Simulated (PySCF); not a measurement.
# C2H7As, SMILES `C[AsH]C`: electronic structure

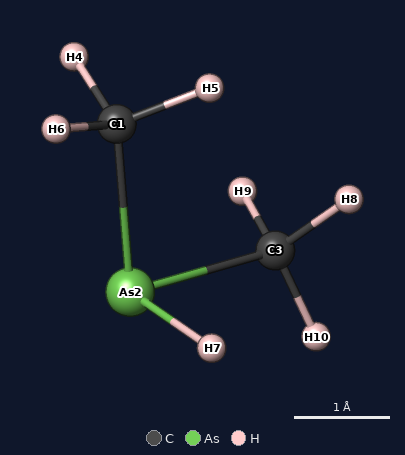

The molecule, with its atoms numbered as below. No frequency check shows the geometry to be a minimum.

Geometry (Å), atoms numbered from 1:

```
C1       1.4747    0.8321   -0.0143
As2     -0.0001   -0.4776    0.0514
C3      -1.4742    0.8326   -0.0143
H4       1.5660    1.3196    0.9566
H5       1.2971    1.5941   -0.7711
H6       2.4189    0.3342   -0.2297
H7       0.0001   -0.7240   -1.4371
H8      -1.2963    1.5945   -0.7711
H9      -1.5653    1.3201    0.9566
H10     -2.4185    0.3350   -0.2298
```

### 1. Bonding charge

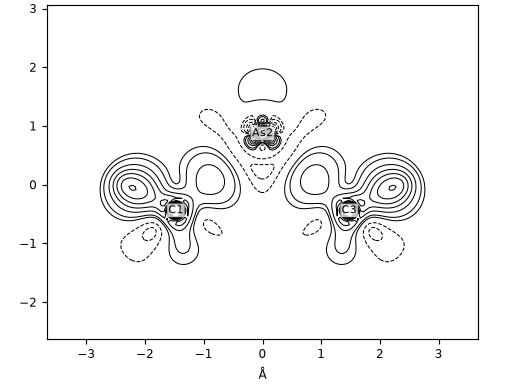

Deformation density (molecule less spherical, spin-averaged free atoms) in the plane of C1, As2 and C3; contours at ±0.05 to ±0.8 e/Å³; solid lines: gain, dashed lines: loss.

Level of theory: PBE0/def2-TZVP (PySCF), at a geometry from GFN2-xTB.

Question: How much density has each bond in this plane gained at its critical point, relative to the free atoms?

Answer: As2–C3 and C1–As2: +0.19 e/Å³ at the bond critical point (bond length 1.97 Å, Mayer order 1.0). In all, 2.1 electrons gather in the regions of gain relative to the promolecule.

Question: Where do the Hirshfeld charges lie?

Answer: The highest Hirshfeld charge is on As2 (+0.16 e), the lowest on C1 and C3 (−0.18 e).

```tsv
atom	charge (e)
C1	−0.18
As2	+0.16
C3	−0.18
H4	+0.04
H5	+0.04
H6	+0.04
H7	−0.04
H8	+0.04
H9	+0.04
H10	+0.04
```

### 2. Bond critical points

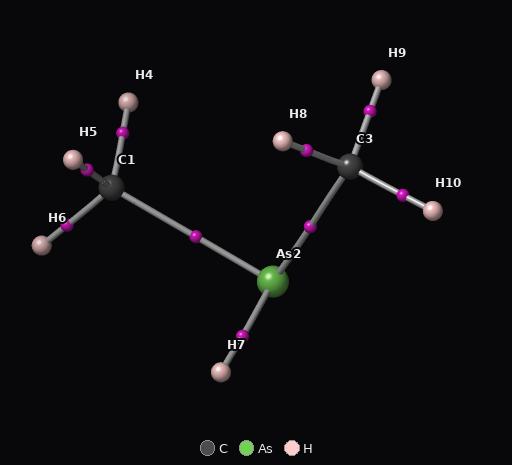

Molecular graph of the electron density (QTAIM): bond paths, bond critical points (magenta), ring points (cyan, if any); weak paths are dashed.

Question: How many critical points of each kind are there, and does the count close?

Answer: 10 nuclei, 9 bond, 0 ring and 0 cage critical points: 10 − 9 + 0 − 0 = 1, as the Poincaré–Hopf relation requires.

Question: What does the calculation give at each kind of bond critical point?

Answer:
```tsv
bond	length (Å)	ρ (a.u.)	∇²ρ (a.u.)	ε	H (a.u.)
C1–H5 (2 alike)	1.089	0.277	−0.94	0.01	−0.278
C1–H6 (2 alike)	1.089	0.276	−0.93	0.01	−0.278
C1–H4 (2 alike)	1.090	0.276	−0.93	0.01	−0.276
As2–H7	1.509	0.153	−0.10	0.04	−0.109
As2–C3 (2 alike)	1.973	0.135	−0.07	0.04	−0.080
```

Question: What kind of interaction is C1–H4?

Answer: Shared-shell (covalent): ρ = 0.276, ∇²ρ = −0.93, H = −0.276 a.u.

### 3. Local ionisation energy

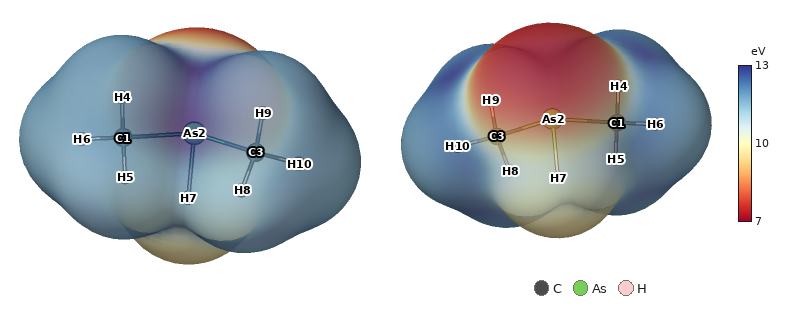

Average local ionisation energy on the surface of electron density 0.001 a.u. (back view left, front view right).

Question: Where are the most loosely bound electrons on this surface?

Answer: The lowest value is 7.2 eV, 2.4 Å from As2. Further minima include 9.4 eV, 1.5 Å from H7; 11.2 eV, 1.4 Å from H8, and at like points elsewhere. For comparison, the highest occupied orbital lies at −6.8 eV.

### 4. In an electric field

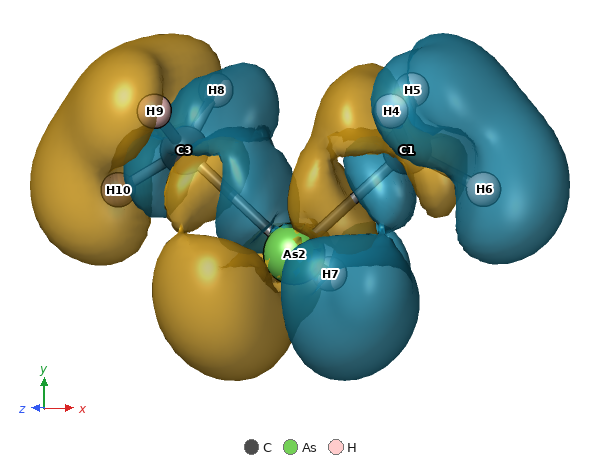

Change of the electron density in a uniform field of 0.21 V/Å, surfaces at ±0.001 e/Å³ (yellow: gain, teal: loss).

Level of theory: PBE0/def2-TZVP (PySCF), at a geometry from GFN2-xTB. A basis without diffuse functions makes polarisabilities too small.

Question: Along which Cartesian direction does the field point?

Answer: Along +x: electrons gather on the −x side, against the field.

Question: How large is the response?

Answer: The induced dipole is 0.65 D (along the field); α along this axis, from the fields in both directions, is 64 bohr³ (9.5 Å³).

Question: Which atoms gain and lose the most charge?

Answer: Electrons gather most on H10 (Hirshfeld charge changes by −0.009 e) and leave H6 most (+0.009 e); 0.056 electrons are displaced in all.

### 5. Removing or adding an electron

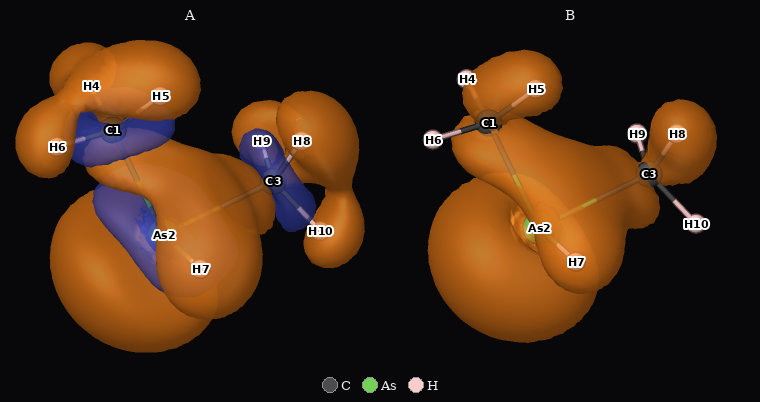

The Fukui function f⁻ from two separate SCF calculations and the density of the HOMO, at ±0.015 e/Å³ (orange positive, blue negative).

PySCF calculation, PBE0/def2-TZVP, gas phase; geometry: GFN2-xTB.

Question: Which panel is which, and how good is the frozen-orbital picture?

Answer: A is f⁻ (it has negative regions), B the HOMO density. The HOMO lies on As2 (69 %), C1 and C3 (8 % each) and H7 (6 %); f⁻ (Hirshfeld-condensed) is largest on As2 (0.46); the vertical ionisation energy is 9.02 eV (the stability of the cation's solution wasn't checked). Relaxation shifts 25 % of the electron between atoms. The orbital energy is −6.82 eV.
